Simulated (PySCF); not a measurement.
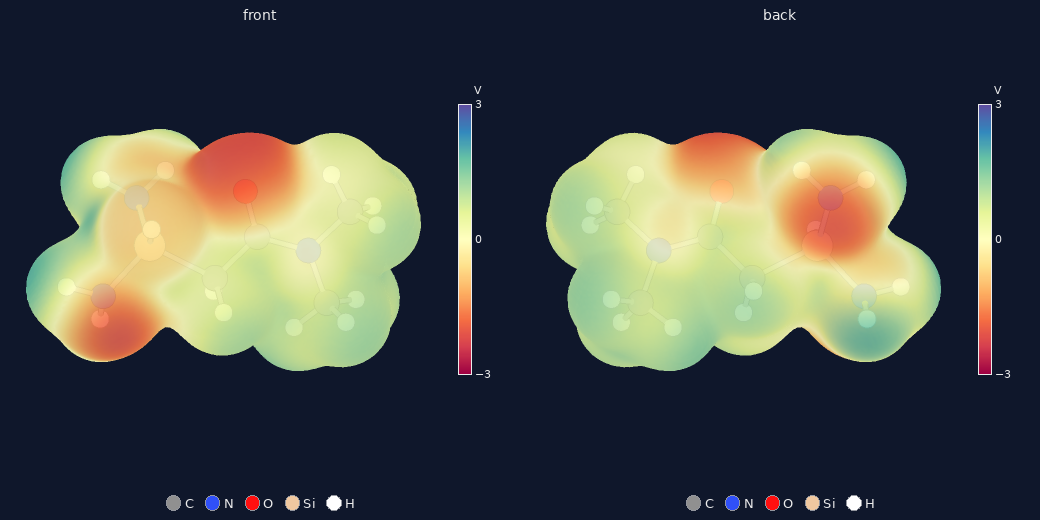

Figure 1: C4H13N3OSi (SMILES CN(C)C(=O)C[SiH](N)N). The electrostatic potential painted on the density surface at 0.004 e/bohr³, seen from the front and from behind; the colour scale runs from red (negative) to blue (positive).

Geometry: GFN2-xTB.

All numbers below come from PBE0/pcSseg-1, SCF density, gas phase, non-relativistic (PySCF 2.14.0).

```xyz
22

C     2.6439   -0.0466   -0.3205
N     1.6009    0.6139    0.4208
C     2.0661    1.5386    1.4293
C     0.2744    0.3710    0.2965
O    -0.5403    0.9694    0.9873
C    -0.1806   -0.6368   -0.7107
Si   -2.0662   -0.7925   -0.5023
N    -2.5409   -2.1006   -1.5337
N    -2.7240    0.7205   -1.0238
H     3.3696    0.6961   -0.6614
H     2.2417   -0.5609   -1.1872
H     3.1681   -0.7728    0.3101
H     2.6359    2.3487    0.9677
H     2.7023    1.0247    2.1544
H     1.1958    1.9492    1.9368
H     0.3117   -1.5921   -0.5412
H     0.0838   -0.2994   -1.7124
H    -2.4080   -1.2804    0.8353
H    -3.5091   -2.3716   -1.5040
H    -2.2369   -2.0825   -2.4938
H    -3.7255    0.7942   -1.1179
H    -2.3731    1.5296   -0.5336
```

Where is the surface potential most negative and most positive?

Answer. The most negative region (about −2.1 V, or −48 kcal/mol for a unit charge) lies over O5 and N8, the most positive (about +1.8 V, or +42 kcal/mol for a unit charge) over H19, H20 and H21.
